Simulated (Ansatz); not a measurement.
## Profile along the Te–Pb line in PbTe (rock salt)

PbTe (rock salt), conventional cell a = b = c = 6.5690 Å, α = β = γ = 90.00°. The calculation uses the primitive cell of 2 atoms, to which meshes and values per cell refer.

Fields along a shortest Te–Pb line of a {110} plane (3.28 Å), from Te to Pb, interpolated on the slice's grid (step about 0.2 Å). Method: PBE (plane waves to 420 eV, PAW, scalar-relativistic; Ansatz, a program for electronic structure). k mesh 9×9×9. Near the nuclei the fields are pseudised (PAW); where an atom keeps semicore shells as valence, they peak there. PbTe was relaxed with its symmetry unable to fall. Spin-orbit coupling is left out, though Pb and Te are heavy.

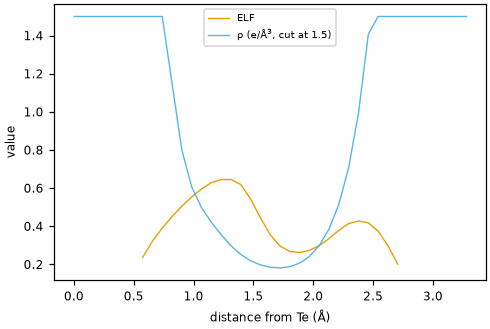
Figure: ELF (away from the nuclei) and valence density from Te to Pb.

Density on the Te–Pb line (3.28 Å) at its density minimum, 1.7 Å from Te: 0.18 e/Å³. ELF at that point: 0.3. ELF maximum in the middle third of the Te–Pb line: 0.64, 1.3 Å from Te.
